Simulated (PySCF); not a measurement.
# What a change does: NMR shielding calculation on Si₅H₁₂

System: Si₅H₁₂, SMILES [SiH3][Si]([SiH3])([SiH3])[SiH3].
Method of run 1: GIAO PBE0/STO-3G NMR shielding, non-relativistic, gas phase (PySCF 2.14.0).

The geometry comes from this level: PBE0-D3(BJ)/def2-SVP. Text and figures count atoms from 1; the logs count them from 0 in places.

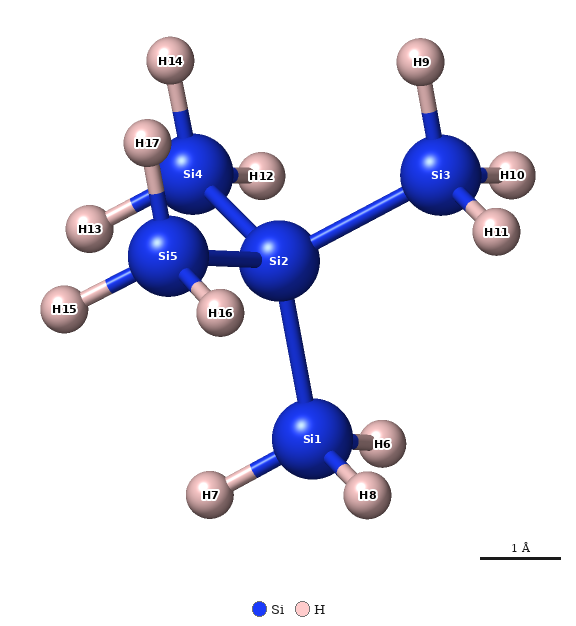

Figure 1. The structure (ball-and-stick view, seen at a tilt; atoms are numbered from 1 in the order of the input). Bond lengths as drawn: H–Si 1.50 Å and Si–Si 2.34 Å.

### The input, run 1
```
{"job": {"kind": "nmr", "xc": "PBE0", "basis": "STO-3G", "pop": true}, "charge": 0, "multiplicity": 1}
Si    -0.205077    -1.024987    -2.094479
Si    -0.009245     0.008737    -0.001158
Si    -0.131402     2.333321    -0.259426
Si    -1.728606    -0.735277     1.404673
Si     2.051774    -0.563160     0.955824
H     -1.521901    -0.684530    -2.716626
H     -0.113394    -2.510278    -1.943257
H      0.891206    -0.560653    -2.999899
H      0.027576     3.007752     1.065978
H     -1.453741     2.718672    -0.842541
H      0.956224     2.801348    -1.173527
H     -3.061912    -0.389899     0.821520
H     -1.643891    -2.219398     1.571986
H     -1.608569    -0.090989     2.749138
H      2.134595    -2.044674     1.144588
H      3.174645    -0.124924     0.070354
H      2.199179     0.102400     2.287272
```

The first line tells a small driver script what to run in PySCF; the rest is the geometry in Å.

Launched with:
```bash
OMP_NUM_THREADS=1 python <driver script> task.json out
```

Hardware: 1 CPU thread, shared host.

### Output (run 1)
```
coarse grid: 15560 points
cycle   1  E = -1437.3899097883  dE = -1.290e+00  |g| = 1.374e-01  |ddm| = 4.228e+00
cycle   2  E = -1437.3937021147  dE = -3.792e-03  |g| = 1.088e-01  |ddm| = 4.475e-01
cycle   3  E = -1437.3983397878  dE = -4.638e-03  |g| = 1.101e-02  |ddm| = 2.092e-01
cycle   4  E = -1437.3983846968  dE = -4.491e-05  |g| = 4.225e-03  |ddm| = 2.873e-02
cycle   5  E = -1437.3983927396  dE = -8.043e-06  |g| = 1.800e-04  |ddm| = 8.573e-03
final grid: 124096 points
cycle   6  E = -1437.3341915657  dE = -2.859e-06  |g| = 1.259e-03  |ddm| = 6.897e-03
cycle   7  E = -1437.3341919650  dE = -3.992e-07  |g| = 8.752e-04  |ddm| = 3.954e-03
cycle   8  E = -1437.3341922968  dE = -3.318e-07  |g| = 6.802e-05  |ddm| = 1.630e-03
cycle   9  E = -1437.3341922985  dE = -1.739e-09  |g| = 1.833e-05  |ddm| = 1.602e-04
cycle  10  E = -1437.3341922987  dE = -1.460e-10  |g| = 4.330e-07  |ddm| = 3.527e-05
converged SCF energy = -1437.3341922987

GIAO shielding tensors (ppm)
atom      isotropic    diamagn.    paramagn.     s11        s22        s33       span
  0 Si     593.499     872.095    -278.596    581.417    581.775    617.304     35.888
  1 Si     611.125     877.127    -266.002    609.314    611.328    612.732      3.418
  2 Si     593.628     872.061    -278.432    581.517    582.065    617.304     35.787
  3 Si     593.550     872.085    -278.536    581.483    581.855    617.311     35.828
  4 Si     593.407     872.133    -278.726    581.245    581.664    617.311     36.066
  5 H       31.149      32.462      -1.313     27.133     28.714     37.602     10.469
  6 H       31.143      32.502      -1.360     27.103     28.738     37.588     10.485
  7 H       31.143      32.494      -1.351     27.111     28.729     37.588     10.476
  8 H       31.144      32.457      -1.313     27.107     28.729     37.596     10.489
  9 H       31.145      32.433      -1.287     27.122     28.714     37.600     10.479
 10 H       31.141      32.474      -1.333     27.103     28.741     37.578     10.475
 11 H       31.148      32.447      -1.298     27.124     28.705     37.616     10.492
 12 H       31.139      32.507      -1.367     27.103     28.742     37.574     10.471
 13 H       31.147      32.475      -1.328     27.117     28.728     37.596     10.478
 14 H       31.143      32.534      -1.391     27.110     28.737     37.583     10.473
 15 H       31.149      32.503      -1.353     27.127     28.714     37.606     10.480
 16 H       31.145      32.517      -1.372     27.118     28.728     37.589     10.471
```

The input of run 2 differs as follows (lines with − go, lines with + come):
```diff
-"basis": "STO-3G"
+"basis": "def2-SVP"
```

How does run 2 compare with run 1?

The total energy of run 2 is 10202.0 kcal/mol lower, which measures the change of basis and not a stability. The HOMO goes from −5.56 to −8.05 eV. The LUMO goes from 5.14 to −0.15 eV. Of all shieldings, the largest change is that of Si3, by −91.4 ppm. The number of SCF iterations is the same. The basis functions go from 57 to 150.

### Output (run 2)
```
coarse grid: 15560 points
cycle   1  E = -1453.4081634020  dE = -4.381e-01  |g| = 1.364e-01  |ddm| = 3.587e+00
cycle   2  E = -1453.4129087613  dE = -4.745e-03  |g| = 5.318e-02  |ddm| = 2.685e-01
cycle   3  E = -1453.4136896760  dE = -7.809e-04  |g| = 2.961e-02  |ddm| = 1.338e-01
cycle   4  E = -1453.4140543417  dE = -3.647e-04  |g| = 4.852e-03  |ddm| = 5.320e-02
cycle   5  E = -1453.4140623853  dE = -8.044e-06  |g| = 6.440e-04  |ddm| = 9.397e-03
final grid: 124096 points
cycle   6  E = -1453.5920636758  dE = -6.495e-06  |g| = 8.185e-04  |ddm| = 1.723e-02
cycle   7  E = -1453.5920637913  dE = -1.155e-07  |g| = 5.822e-04  |ddm| = 2.614e-03
cycle   8  E = -1453.5920639251  dE = -1.339e-07  |g| = 1.186e-04  |ddm| = 1.102e-03
cycle   9  E = -1453.5920639308  dE = -5.610e-09  |g| = 3.019e-05  |ddm| = 2.382e-04
cycle  10  E = -1453.5920639311  dE = -3.324e-10  |g| = 1.900e-06  |ddm| = 5.834e-05
converged SCF energy = -1453.5920639311

GIAO shielding tensors (ppm)
atom      isotropic    diamagn.    paramagn.     s11        s22        s33       span
  0 Si     502.234     880.729    -378.495    489.910    490.441    526.351     36.441
  1 Si     559.925     885.095    -325.169    558.901    559.996    560.879      1.978
  2 Si     502.255     880.705    -378.450    490.051    490.579    526.134     36.083
  3 Si     502.281     880.725    -378.444    489.916    490.484    526.444     36.528
  4 Si     502.272     880.759    -378.487    489.964    490.253    526.598     36.633
  5 H       27.599      29.804      -2.205     24.107     25.457     33.234      9.127
  6 H       27.603      29.822      -2.219     24.106     25.484     33.219      9.114
  7 H       27.601      29.818      -2.217     24.105     25.474     33.224      9.119
  8 H       27.600      29.792      -2.192     24.097     25.475     33.228      9.131
  9 H       27.596      29.777      -2.182     24.095     25.456     33.235      9.140
 10 H       27.600      29.802      -2.202     24.103     25.485     33.211      9.108
 11 H       27.596      29.789      -2.193     24.092     25.446     33.250      9.157
 12 H       27.605      29.827      -2.222     24.114     25.493     33.208      9.093
 13 H       27.603      29.809      -2.206     24.110     25.474     33.226      9.117
 14 H       27.606      29.852      -2.246     24.117     25.484     33.217      9.101
 15 H       27.603      29.831      -2.228     24.110     25.458     33.241      9.131
 16 H       27.603      29.845      -2.242     24.113     25.473     33.222      9.108
```

### The two runs side by side

```tsv
quantity	run 1	run 2
outcome	converged	converged
total energy (hartree)	−1437.334192	−1453.592064
HOMO (eV)	−5.56	−8.05
LUMO (eV)	5.14	−0.15
dipole moment (D)	0.03	0.02
shielding of Si1 (ppm)	593.5	502.2
shielding of Si2 (ppm)	611.1	559.9
shielding of Si3 (ppm)	593.6	502.3
shielding of Si4 (ppm)	593.5	502.3
shielding of Si5 (ppm)	593.4	502.3
shielding of H6 (ppm)	31.1	27.6
shielding of H12 (ppm)	31.1	27.6
SCF iterations	10	10
basis functions	57	150
wall time (shared host)	5.4 s	16 s
```
